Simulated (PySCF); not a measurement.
Vertical excitations of a molecule C₂H₆BNO₂ from TDDFT-M06-2X/def2-SVPD (PySCF), as energy in eV (oscillator strength): 6.29 (0.027), 6.60 (0.166), 6.88 (0.026), 7.14 (0.016), 7.42 (0.015), 7.81 (0.052), 8.07 (0.018), 8.18 (0.022), 8.29 (0.009), 8.37 (0.038). Lowest triplet (TDA): 4.47 eV. Coordinates come from a PBE-D3(BJ)/def2-SVP optimisation. The values are those of a single conformer.

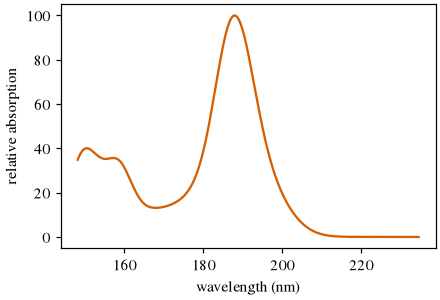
Figure: The lines broadened by 0.4 eV.

Problem. Identify the compound among the candidates.
A. NB1COCO1
B. CC1OB(N)O1
C. C/N=C/B(O)O
D. C=COB(N)O

Solution. D, C=COB(N)O
